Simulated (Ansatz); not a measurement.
```xyz
16

C     0.5331   -1.7459    0.1417
Si    0.8319    0.1138   -0.0291
C     0.9583    0.6203   -1.8413
C    -0.6862    1.0125    0.7378
N    -0.9689    0.6062    2.0577
F    -1.7678    0.7384   -0.1942
H    -0.4469   -2.0125   -0.3045
H     1.3193   -2.3248   -0.3845
H     0.5361   -2.0724    1.2020
H     2.0780    0.5132    0.7223
H     1.7486    0.0512   -2.3715
H     1.1919    1.7002   -1.9393
H    -0.0120    0.4347   -2.3441
H    -0.5672    2.1191    0.7154
H    -1.0958   -0.4079    2.1461
H    -1.7862    1.0778    2.4635
```

Computed with Ansatz, RKS PBE-D4/def2-SVP.

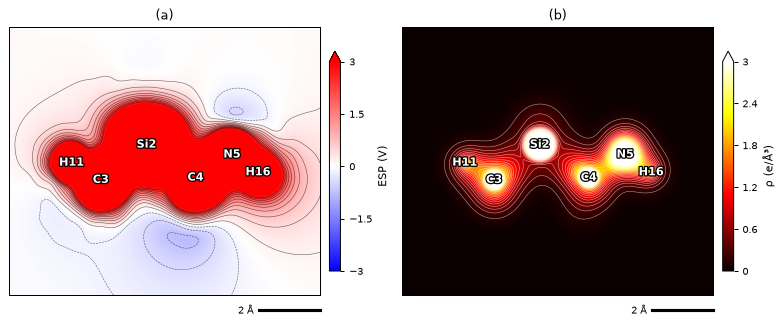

C3H10FNSi (SMILES C[SiH](C)C(N)F). (a) molecular electrostatic potential; (b) electron density on the plane of atoms C3, Si2 and C4.

What do the fields say about this system?

The section cuts through Si, C, N and H sites.
C–N (1.41 Å): ρ is about 2.1 e/Å³ halfway.
C–Si (1.89 Å): ρ is about 0.93 e/Å³ halfway.
N–H (1.03 Å): the density is about 2.7 e/Å³ at the midpoint.
C–H (1.11 Å): ρ at the midpoint is about 1.8 e/Å³.
Outside the dense part of the molecule the potential is most negative (−0.8 V) near F6, which lies off the plane.
